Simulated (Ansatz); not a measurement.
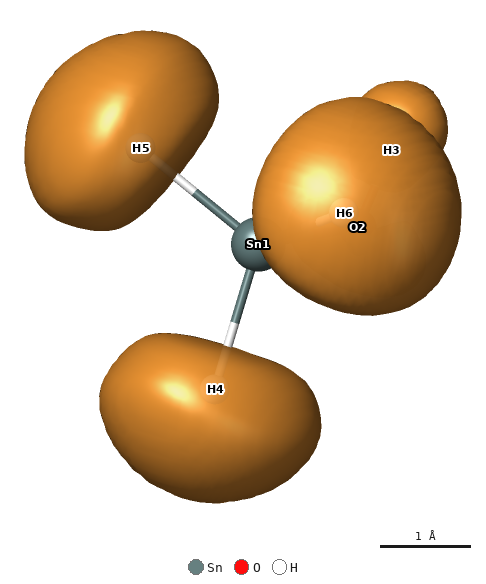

H4OSn. Isosurface of the ELF at 0.85 (orange), seen at an oblique angle. Core shells and regions of very low density are left out.

Core potentials replace the inner electrons of Sn.

Theory: RKS BHLYP-D4/def2-SVP (Ansatz 0.2.0).

```xyz
6

Sn   -0.0241   -0.0249   -0.0593
O     0.0078   -0.1014    1.9177
H    -0.8498   -0.1390    2.3347
H     1.6215    0.0142   -0.4749
H    -0.8509    1.3888   -0.5453
H    -0.8123   -1.4190   -0.6541
```

Describe the localisation domains.

The ELF exceeds this value in four regions around hydrogen nuclei and one lobe on O, pointing away from the bonds (lone pairs, which may merge into one lobe). Profiles from the grid: Sn–O (1.98 Å): the ELF peaks at about 0.80 in the valence shell of O, 0.6 Å from its nucleus, and drops to about 0.15 between the two atoms. O–H (0.95 Å): the ELF climbs to about 1 towards the hydrogen, as it does in any bond to H; an ordinary covalent bond to hydrogen.
